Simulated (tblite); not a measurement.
## Run report: C7H12OSSi, geometry relaxation (part 2 of 2)

The same run, continued: C7H12OSSi; GFN2-xTB geometry optimisation, gas phase (tblite 0.8.0). It belongs to a series of runs on one base structure; here: H on C replaced by cPr.

Geometry of the input (Å):
```
C  1.5026  1.2430  0.9953
C  1.1212  0.4106  0.0041
C  -0.1576  -0.4095  0.0395
C  -1.3223  0.2829  -0.6873
C  -2.7433  0.0269  -0.2265
C  -2.1084  1.3664  0.0067
C  0.0861  -1.8225  -0.5342
S  1.1016  -1.7427  -2.0533
Si 2.1638  0.0093  -1.4808
O  3.6891  -0.4663  -1.0964
H  2.4324  1.7879  0.9703
H  0.8522  1.4133  1.8607
H  -0.4703  -0.5430  1.0960
H  -1.1510  0.3873  -1.7481
H  -3.5110  -0.0280  -0.9974
H  -2.9243  -0.6083  0.6361
H  -1.8461  1.6331  1.0326
H  -2.4354  2.2012  -0.5918
H  0.6397  -2.4224  0.2069
H  -0.8472  -2.3454  -0.7419
H  2.1229  1.0641  -2.5220
H  3.7948  -1.4184  -0.9746
```

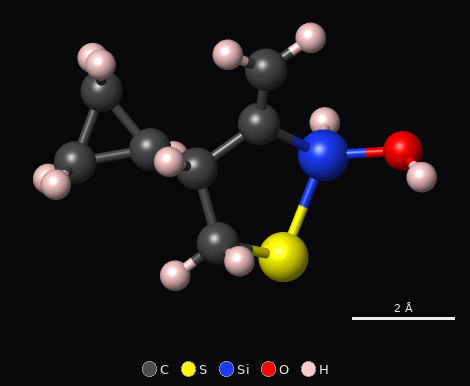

Fig. 1: The geometry at step 81 of the log (ball-and-stick view, seen at a tilt).

## Trajectory as extended XYZ, continued
```
22
Properties=species:S:1:pos:R:3:forces:R:3 step=49 energy=-821.06016
C     1.4470    1.1840    1.0018    0.0110   0.0050   0.0030
C     1.0880    0.3132    0.0702    0.0240  -0.0020   0.0100
C    -0.1910   -0.4784    0.1366    0.0140   0.0220   0.0080
C    -1.2548    0.2641   -0.6480   -0.0080  -0.0190  -0.0100
C    -2.7024    0.0786   -0.3095   -0.0070   0.0200   0.0140
C    -2.0176    1.3745    0.0036    0.0380   0.0170  -0.0130
C     0.0266   -1.8722   -0.4490   -0.0120   0.0170   0.0090
S     0.9496   -1.8099   -2.0316    0.0210   0.0010  -0.0210
Si    2.0565   -0.0396   -1.5094   -0.0210   0.0190   0.0140
O     3.6484   -0.2946   -1.3304   -0.0080   0.0330  -0.0110
H     2.3455    1.7694    0.9024    0.0120  -0.0180   0.0120
H     0.8645    1.3568    1.8946   -0.0030  -0.0170  -0.0080
H    -0.5233   -0.5853    1.1750   -0.0040  -0.0120   0.0070
H    -1.0006    0.3802   -1.6949   -0.0170   0.0110  -0.0080
H    -3.4223    0.0593   -1.1130    0.0030  -0.0140  -0.0060
H    -2.9526   -0.5752    0.5128   -0.0060   0.0030   0.0030
H    -1.7973    1.5990    1.0359   -0.0150  -0.0050   0.0180
H    -2.2577    2.2475   -0.5823   -0.0340   0.0070  -0.0180
H     0.6027   -2.4992    0.2331   -0.0100   0.0090   0.0040
H    -0.9237   -2.3580   -0.6636    0.0050  -0.0210  -0.0050
H     2.0048    0.9752   -2.5428   -0.0070  -0.0350  -0.0100
H     3.9994   -1.0697   -0.8980    0.0240  -0.0200   0.0070
22
Properties=species:S:1:pos:R:3:forces:R:3 step=54 energy=-821.06141
C     1.4543    1.1772    1.0040   -0.0020  -0.0060   0.0190
C     1.0885    0.3132    0.0697   -0.0200  -0.0040  -0.0020
C    -0.1926   -0.4749    0.1346   -0.0150  -0.0290  -0.0060
C    -1.2569    0.2641   -0.6534    0.0040   0.0130   0.0090
C    -2.7042    0.0831   -0.3104    0.0060  -0.0160  -0.0090
C    -2.0135    1.3766    0.0011   -0.0320   0.0030   0.0050
C     0.0262   -1.8710   -0.4453    0.0120  -0.0120  -0.0190
S     0.9603   -1.8169   -2.0249   -0.0070  -0.0120   0.0320
Si    2.0533   -0.0372   -1.5091    0.0240  -0.0070  -0.0220
O     3.6471   -0.2775   -1.3223    0.0060  -0.0120  -0.0020
H     2.3550    1.7585    0.9049    0.0170  -0.0080   0.0200
H     0.8736    1.3421    1.8986   -0.0030   0.0120   0.0210
H    -0.5275   -0.5833    1.1725    0.0000   0.0110  -0.0050
H    -1.0068    0.3794   -1.7014   -0.0010   0.0020   0.0010
H    -3.4242    0.0642   -1.1141    0.0030   0.0010  -0.0050
H    -2.9559   -0.5749    0.5079    0.0020   0.0140   0.0220
H    -1.7919    1.5954    1.0347   -0.0070   0.0120  -0.0010
H    -2.2626    2.2497   -0.5809   -0.0030   0.0100  -0.0110
H     0.5958   -2.4943    0.2460    0.0080   0.0070  -0.0200
H    -0.9208   -2.3621   -0.6652    0.0070   0.0120   0.0020
H     1.9883    0.9651   -2.5530    0.0020  -0.0170  -0.0120
H     4.0040   -1.0572   -0.9003   -0.0010   0.0280  -0.0170
22
Properties=species:S:1:pos:R:3:forces:R:3 step=60 energy=-821.06355
C     1.4639    1.1528    1.0182    0.0000  -0.0070  -0.0070
C     1.0868    0.3030    0.0744    0.0060   0.0100   0.0020
C    -0.1981   -0.4799    0.1366    0.0070   0.0210  -0.0040
C    -1.2549    0.2662   -0.6548    0.0020   0.0120   0.0010
C    -2.7048    0.0932   -0.3218   -0.0100   0.0180   0.0080
C    -2.0105    1.3835   -0.0036    0.0020  -0.0090  -0.0060
C     0.0222   -1.8793   -0.4356   -0.0010   0.0010   0.0120
S     0.9754   -1.8468   -2.0007    0.0190   0.0080  -0.0200
Si    2.0421   -0.0427   -1.5141   -0.0190  -0.0130   0.0150
O     3.6441   -0.2321   -1.3456   -0.0030   0.0080  -0.0200
H     2.3708    1.7263    0.9226   -0.0020  -0.0110   0.0150
H     0.8876    1.3177    1.9167    0.0090  -0.0130  -0.0050
H    -0.5369   -0.5833    1.1739    0.0010   0.0050  -0.0090
H    -1.0012    0.3812   -1.7022    0.0080  -0.0010   0.0070
H    -3.4142    0.0821   -1.1351   -0.0190  -0.0200   0.0230
H    -2.9688   -0.5576    0.4986   -0.0020  -0.0040  -0.0160
H    -1.7919    1.5968    1.0325   -0.0210   0.0160  -0.0280
H    -2.2531    2.2605   -0.5847    0.0200  -0.0240   0.0070
H     0.5862   -2.4973    0.2636   -0.0020  -0.0150   0.0220
H    -0.9227   -2.3706   -0.6606   -0.0130   0.0060   0.0020
H     1.9349    0.9286   -2.5830    0.0120   0.0160  -0.0010
H     4.0328   -0.9828   -0.9017    0.0060  -0.0030   0.0000
22
Properties=species:S:1:pos:R:3:forces:R:3 step=65 energy=-821.06447
C     1.4696    1.1426    1.0242    0.0090  -0.0030   0.0070
C     1.0863    0.3032    0.0740    0.0080  -0.0060  -0.0030
C    -0.1994   -0.4778    0.1341   -0.0010   0.0000   0.0100
C    -1.2564    0.2677   -0.6572   -0.0090  -0.0200  -0.0060
C    -2.7077    0.0965   -0.3238    0.0070  -0.0230  -0.0070
C    -2.0117    1.3850   -0.0076   -0.0040   0.0090  -0.0060
C     0.0227   -1.8807   -0.4315   -0.0090   0.0110   0.0050
S     0.9860   -1.8564   -1.9931   -0.0190  -0.0120   0.0230
Si    2.0381   -0.0437   -1.5155    0.0150   0.0210  -0.0120
O     3.6426   -0.2166   -1.3541    0.0090  -0.0110  -0.0070
H     2.3808    1.7098    0.9360    0.0050  -0.0030  -0.0040
H     0.8961    1.3038    1.9248   -0.0070  -0.0160   0.0030
H    -0.5407   -0.5784    1.1702    0.0020  -0.0020   0.0170
H    -1.0004    0.3826   -1.7039   -0.0050   0.0030  -0.0050
H    -3.4217    0.0795   -1.1327    0.0000   0.0060  -0.0060
H    -2.9717   -0.5548    0.4959    0.0110  -0.0050   0.0150
H    -1.7982    1.6046    1.0270    0.0050  -0.0030   0.0190
H    -2.2494    2.2610   -0.5894   -0.0080   0.0160  -0.0370
H     0.5803   -2.4981    0.2748   -0.0130   0.0100  -0.0080
H    -0.9237   -2.3689   -0.6590    0.0050   0.0020  -0.0050
H     1.9259    0.9190   -2.5925    0.0010   0.0150   0.0120
H     4.0420   -0.9603   -0.9071   -0.0020   0.0090  -0.0050
22
Properties=species:S:1:pos:R:3:forces:R:3 step=71 energy=-821.06550
C     1.4792    1.1263    1.0333   -0.0010  -0.0040   0.0010
C     1.0886    0.3007    0.0742   -0.0140  -0.0020   0.0000
C    -0.2017   -0.4736    0.1364    0.0000  -0.0200  -0.0070
C    -1.2589    0.2675   -0.6596    0.0180   0.0150   0.0080
C    -2.7099    0.0964   -0.3262    0.0100   0.0020  -0.0010
C    -2.0153    1.3884   -0.0164   -0.0010  -0.0010   0.0000
C     0.0175   -1.8785   -0.4235    0.0080  -0.0170  -0.0140
S     0.9921   -1.8667   -1.9775    0.0090   0.0170  -0.0060
Si    2.0367   -0.0422   -1.5193   -0.0110  -0.0010  -0.0030
O     3.6440   -0.2008   -1.3724   -0.0110   0.0090  -0.0120
H     2.3936    1.6890    0.9508    0.0040   0.0020   0.0040
H     0.9039    1.2782    1.9345    0.0120   0.0000   0.0080
H    -0.5423   -0.5723    1.1738    0.0040   0.0180  -0.0100
H    -1.0010    0.3833   -1.7058   -0.0030  -0.0180  -0.0010
H    -3.4274    0.0772   -1.1323    0.0150  -0.0110  -0.0050
H    -2.9685   -0.5523    0.4979   -0.0030   0.0120   0.0020
H    -1.8057    1.6128    1.0187    0.0070   0.0090  -0.0140
H    -2.2474    2.2602   -0.6086   -0.0210  -0.0090   0.0060
H     0.5680   -2.4962    0.2873   -0.0060   0.0000   0.0110
H    -0.9273   -2.3655   -0.6585   -0.0110   0.0070   0.0070
H     1.9157    0.9181   -2.5985   -0.0070   0.0030   0.0200
H     4.0557   -0.9303   -0.9147    0.0050  -0.0130   0.0070
22
Properties=species:S:1:pos:R:3:forces:R:3 step=76 energy=-821.06632
C     1.4889    1.1101    1.0416    0.0030   0.0100   0.0100
C     1.0890    0.2994    0.0737    0.0160   0.0070   0.0130
C    -0.2029   -0.4711    0.1348    0.0060   0.0250   0.0050
C    -1.2590    0.2688   -0.6627   -0.0030  -0.0010  -0.0110
C    -2.7090    0.0956   -0.3269   -0.0010   0.0010   0.0060
C    -2.0186    1.3912   -0.0259    0.0060   0.0010  -0.0070
C     0.0147   -1.8787   -0.4194   -0.0070   0.0180   0.0130
S     1.0033   -1.8731   -1.9653   -0.0170  -0.0150  -0.0030
Si    2.0342   -0.0385   -1.5214    0.0000  -0.0110   0.0120
O     3.6433   -0.1883   -1.3862    0.0010  -0.0070   0.0080
H     2.4061    1.6692    0.9646    0.0040  -0.0030  -0.0080
H     0.9184    1.2549    1.9469    0.0010  -0.0010   0.0130
H    -0.5427   -0.5599    1.1730   -0.0110  -0.0130  -0.0010
H    -1.0057    0.3766   -1.7106    0.0120  -0.0090  -0.0100
H    -3.4258    0.0705   -1.1333    0.0040  -0.0170   0.0020
H    -2.9651   -0.5464    0.5027   -0.0100  -0.0060  -0.0020
H    -1.8075    1.6232    1.0071    0.0050   0.0130  -0.0080
H    -2.2589    2.2566   -0.6238   -0.0010   0.0040   0.0060
H     0.5543   -2.4934    0.3024    0.0050  -0.0160  -0.0180
H    -0.9321   -2.3601   -0.6590    0.0070  -0.0010  -0.0040
H     1.9027    0.9235   -2.5962   -0.0110   0.0120  -0.0050
H     4.0621   -0.9106   -0.9222   -0.0090   0.0090  -0.0080
22
Properties=species:S:1:pos:R:3:forces:R:3 step=81 energy=-821.06691
C     1.4946    1.1036    1.0498    0.0080  -0.0030  -0.0020
C     1.0923    0.2987    0.0780   -0.0050  -0.0020   0.0040
C    -0.2022   -0.4672    0.1370   -0.0020  -0.0110   0.0060
C    -1.2573    0.2699   -0.6650   -0.0030  -0.0100   0.0040
C    -2.7069    0.0943   -0.3264    0.0030  -0.0070  -0.0070
C    -2.0197    1.3936   -0.0341   -0.0040   0.0020  -0.0050
C     0.0112   -1.8761   -0.4158    0.0030  -0.0050  -0.0080
S     0.9994   -1.8748   -1.9621    0.0030   0.0110  -0.0020
Si    2.0319   -0.0392   -1.5209   -0.0060   0.0140   0.0010
O     3.6422   -0.1838   -1.3966   -0.0080   0.0000   0.0040
H     2.4131    1.6601    0.9714    0.0060   0.0040   0.0110
H     0.9259    1.2430    1.9574    0.0120   0.0090  -0.0030
H    -0.5454   -0.5559    1.1738   -0.0070  -0.0040   0.0070
H    -1.0035    0.3689   -1.7141   -0.0010   0.0000   0.0080
H    -3.4218    0.0592   -1.1341   -0.0050   0.0020   0.0010
H    -2.9643   -0.5439    0.5060    0.0100  -0.0010  -0.0020
H    -1.8077    1.6346    0.9966    0.0060  -0.0050   0.0010
H    -2.2668    2.2553   -0.6339    0.0080   0.0080  -0.0190
H     0.5480   -2.4968    0.3030    0.0040   0.0070  -0.0050
H    -0.9364   -2.3549   -0.6574   -0.0040   0.0060   0.0010
H     1.8952    0.9292   -2.5910   -0.0120  -0.0100   0.0070
H     4.0677   -0.8987   -0.9279   -0.0050  -0.0040  -0.0020
22
Properties=species:S:1:pos:R:3:forces:R:3 step=87 energy=-821.06747
C     1.5052    1.0941    1.0591   -0.0070   0.0030   0.0110
C     1.0930    0.2963    0.0857   -0.0040   0.0020   0.0010
C    -0.2033   -0.4669    0.1422   -0.0020  -0.0030  -0.0030
C    -1.2554    0.2676   -0.6667    0.0090   0.0090   0.0000
C    -2.7051    0.0936   -0.3303   -0.0040   0.0100   0.0040
C    -2.0191    1.3960   -0.0453    0.0100  -0.0070   0.0010
C     0.0083   -1.8758   -0.4123    0.0030  -0.0010   0.0010
S     1.0009   -1.8767   -1.9560   -0.0080   0.0110   0.0000
Si    2.0238   -0.0354   -1.5185    0.0010  -0.0060  -0.0120
O     3.6354   -0.1722   -1.4072   -0.0010   0.0130   0.0030
H     2.4256    1.6481    0.9820    0.0040  -0.0100  -0.0100
H     0.9423    1.2331    1.9697   -0.0070   0.0030   0.0160
H    -0.5522   -0.5554    1.1775    0.0070   0.0000  -0.0030
H    -0.9990    0.3600   -1.7153    0.0040  -0.0020  -0.0060
H    -3.4200    0.0527   -1.1376    0.0010   0.0040  -0.0020
H    -2.9613   -0.5408    0.5053    0.0010   0.0050   0.0050
H    -1.8042    1.6421    0.9839   -0.0140   0.0020  -0.0080
H    -2.2641    2.2552   -0.6513    0.0100  -0.0230   0.0010
H     0.5426   -2.4991    0.3057   -0.0020   0.0010   0.0040
H    -0.9416   -2.3491   -0.6562    0.0060  -0.0060   0.0020
H     1.8693    0.9312   -2.5870   -0.0020   0.0030  -0.0030
H     4.0685   -0.8792   -0.9336   -0.0050  -0.0090  -0.0020
22
Properties=species:S:1:pos:R:3:forces:R:3 step=92 energy=-821.06777
C     1.5090    1.0896    1.0661    0.0000  -0.0060  -0.0040
C     1.0932    0.2963    0.0902    0.0000  -0.0010   0.0000
C    -0.2033   -0.4666    0.1441    0.0010   0.0010   0.0020
C    -1.2535    0.2663   -0.6680   -0.0030  -0.0050   0.0010
C    -2.7038    0.0934   -0.3316    0.0030  -0.0030   0.0010
C    -2.0174    1.3960   -0.0514   -0.0030   0.0050  -0.0040
C     0.0078   -1.8751   -0.4107    0.0010  -0.0020   0.0040
S     0.9986   -1.8737   -1.9549    0.0000  -0.0030  -0.0030
Si    2.0200   -0.0320   -1.5178   -0.0030   0.0060   0.0050
O     3.6323   -0.1651   -1.4095   -0.0030   0.0030   0.0050
H     2.4326    1.6382    0.9861   -0.0060  -0.0020   0.0010
H     0.9498    1.2296    1.9795    0.0000  -0.0060  -0.0070
H    -0.5532   -0.5550    1.1788   -0.0020   0.0010   0.0020
H    -0.9965    0.3545   -1.7171    0.0020   0.0000   0.0050
H    -3.4195    0.0492   -1.1381    0.0050   0.0010   0.0010
H    -2.9584   -0.5372    0.5074   -0.0050   0.0010   0.0010
H    -1.8068    1.6481    0.9768    0.0000   0.0040  -0.0010
H    -2.2610    2.2497   -0.6642    0.0000   0.0130  -0.0040
H     0.5404   -2.4991    0.3078    0.0080  -0.0030   0.0000
H    -0.9423   -2.3475   -0.6554    0.0030  -0.0070   0.0040
H     1.8566    0.9343   -2.5853    0.0040   0.0050  -0.0030
H     4.0651   -0.8746   -0.9392   -0.0040  -0.0010  -0.0070
22
Properties=species:S:1:pos:R:3:forces:R:3 step=98 energy=-821.06802
C     1.5111    1.0846    1.0700    0.0000   0.0020   0.0010
C     1.0921    0.2952    0.0925    0.0030   0.0040   0.0000
C    -0.2039   -0.4673    0.1468    0.0000  -0.0010   0.0020
C    -1.2527    0.2648   -0.6673   -0.0050  -0.0050   0.0000
C    -2.7029    0.0934   -0.3308   -0.0050   0.0050  -0.0080
C    -2.0174    1.3984   -0.0584    0.0000  -0.0020   0.0060
C     0.0091   -1.8758   -0.4083    0.0030   0.0020  -0.0020
S     0.9948   -1.8688   -1.9566    0.0020   0.0010   0.0060
Si    2.0162   -0.0266   -1.5174    0.0010  -0.0010  -0.0110
O     3.6284   -0.1583   -1.4053    0.0000  -0.0060  -0.0020
H     2.4354    1.6315    0.9895    0.0000   0.0060   0.0020
H     0.9534    1.2230    1.9843   -0.0010  -0.0070   0.0050
H    -0.5543   -0.5540    1.1814   -0.0020  -0.0070   0.0030
H    -0.9942    0.3492   -1.7163   -0.0050  -0.0050  -0.0010
H    -3.4173    0.0449   -1.1378   -0.0070  -0.0030  -0.0070
H    -2.9587   -0.5333    0.5112    0.0010   0.0140  -0.0060
H    -1.8097    1.6564    0.9688    0.0080   0.0050   0.0070
H    -2.2593    2.2497   -0.6760    0.0000  -0.0080   0.0010
H     0.5462   -2.4997    0.3074    0.0040   0.0100  -0.0030
H    -0.9401   -2.3512   -0.6508    0.0040  -0.0030   0.0040
H     1.8538    0.9413   -2.5843    0.0010  -0.0030   0.0090
H     4.0594   -0.8782   -0.9491   -0.0020   0.0020  -0.0050
22
Properties=species:S:1:pos:R:3:forces:R:3 step=103 energy=-821.06821
C     1.5139    1.0782    1.0741   -0.0030   0.0030   0.0040
C     1.0911    0.2940    0.0943   -0.0070   0.0010   0.0010
C    -0.2048   -0.4689    0.1496   -0.0030  -0.0010  -0.0040
C    -1.2526    0.2623   -0.6670    0.0040   0.0080  -0.0010
C    -2.7040    0.0969   -0.3345   -0.0020   0.0010   0.0070
C    -2.0152    1.4002   -0.0625    0.0050   0.0010  -0.0070
C     0.0109   -1.8774   -0.4045    0.0020  -0.0010   0.0000
S     0.9974   -1.8712   -1.9521   -0.0020   0.0010  -0.0050
Si    2.0108   -0.0234   -1.5191    0.0020  -0.0020   0.0080
O     3.6235   -0.1486   -1.4085    0.0010  -0.0070  -0.0070
H     2.4383    1.6250    0.9935   -0.0030   0.0050   0.0030
H     0.9585    1.2118    1.9905    0.0020  -0.0030   0.0070
H    -0.5562   -0.5559    1.1841    0.0020  -0.0020  -0.0060
H    -0.9924    0.3435   -1.7158   -0.0020  -0.0020  -0.0030
H    -3.4164    0.0459   -1.1435    0.0000   0.0080   0.0030
H    -2.9626   -0.5248    0.5095   -0.0110  -0.0070   0.0070
H    -1.8079    1.6624    0.9643   -0.0020  -0.0100  -0.0100
H    -2.2537    2.2496   -0.6839    0.0040   0.0010  -0.0010
H     0.5502   -2.4987    0.3114    0.0050   0.0040   0.0060
H    -0.9368   -2.3563   -0.6458    0.0020   0.0010   0.0020
H     1.8418    0.9450   -2.5839   -0.0010   0.0000   0.0000
H     4.0558   -0.8701   -0.9563    0.0040   0.0000  -0.0030
22
Properties=species:S:1:pos:R:3:forces:R:3 step=109 energy=-821.06852
C     1.5146    1.0718    1.0825    0.0000  -0.0020   0.0050
C     1.0887    0.2942    0.0987    0.0050  -0.0010   0.0010
C    -0.2061   -0.4710    0.1525    0.0040   0.0050   0.0020
C    -1.2524    0.2585   -0.6671   -0.0060  -0.0130  -0.0040
C    -2.7056    0.1007   -0.3360    0.0030  -0.0030  -0.0040
C    -2.0117    1.4029   -0.0723   -0.0040  -0.0010   0.0020
C     0.0151   -1.8787   -0.4002    0.0010   0.0020   0.0030
S     0.9927   -1.8673   -1.9532    0.0010   0.0030   0.0010
Si    2.0048   -0.0189   -1.5178   -0.0020   0.0010   0.0020
O     3.6180   -0.1434   -1.4162    0.0040  -0.0010  -0.0050
H     2.4373    1.6220    1.0021   -0.0050  -0.0040   0.0030
H     0.9645    1.1954    2.0036   -0.0040   0.0050  -0.0010
H    -0.5580   -0.5604    1.1864   -0.0070   0.0100   0.0010
H    -0.9915    0.3326   -1.7163   -0.0040  -0.0050  -0.0030
H    -3.4152    0.0482   -1.1475   -0.0020   0.0030   0.0050
H    -2.9718   -0.5140    0.5114    0.0060   0.0040  -0.0060
H    -1.8069    1.6695    0.9533    0.0060   0.0030   0.0070
H    -2.2447    2.2490   -0.6999    0.0010   0.0060   0.0000
H     0.5629   -2.4934    0.3151    0.0010  -0.0040  -0.0020
H    -0.9314   -2.3635   -0.6343    0.0030  -0.0050  -0.0020
H     1.8316    0.9522   -2.5792   -0.0040   0.0040  -0.0050
H     4.0547   -0.8668   -0.9717    0.0040  -0.0050   0.0010
22
Properties=species:S:1:pos:R:3:forces:R:3 step=114 energy=-821.06866
C     1.5140    1.0694    1.0872   -0.0010   0.0030  -0.0010
C     1.0878    0.2954    0.1008   -0.0050   0.0020  -0.0040
C    -0.2070   -0.4704    0.1527   -0.0030  -0.0030  -0.0010
C    -1.2543    0.2556   -0.6691    0.0040   0.0050   0.0000
C    -2.7071    0.1018   -0.3359   -0.0010   0.0020   0.0020
C    -2.0109    1.4035   -0.0761    0.0060   0.0000  -0.0020
C     0.0188   -1.8781   -0.3985   -0.0010  -0.0020   0.0000
S     0.9924   -1.8629   -1.9541   -0.0020   0.0000   0.0010
Si    2.0040   -0.0146   -1.5168    0.0030   0.0010   0.0000
O     3.6170   -0.1446   -1.4167    0.0020   0.0030  -0.0020
H     2.4359    1.6205    1.0073    0.0050  -0.0030   0.0050
H     0.9651    1.1909    2.0093   -0.0080   0.0010  -0.0030
H    -0.5613   -0.5577    1.1860    0.0000  -0.0010   0.0000
H    -0.9957    0.3252   -1.7192    0.0010   0.0000  -0.0010
H    -3.4180    0.0492   -1.1461   -0.0020   0.0000   0.0000
H    -2.9737   -0.5100    0.5131    0.0020  -0.0020   0.0040
H    -1.8037    1.6724    0.9488    0.0040  -0.0020  -0.0050
H    -2.2425    2.2491   -0.7053   -0.0010  -0.0030   0.0030
H     0.5713   -2.4900    0.3156    0.0010   0.0000   0.0000
H    -0.9251   -2.3685   -0.6309   -0.0020   0.0000   0.0020
H     1.8302    0.9572   -2.5782   -0.0010  -0.0020   0.0060
H     4.0526   -0.8739   -0.9805   -0.0020   0.0010  -0.0020
```

## Summary

```csv
quantity,value
outcome,converged
total energy,−821.0687 eV
hardware,"1 CPU thread, shared host"
wall time,2.2 s
peak memory,0.18 GiB
```
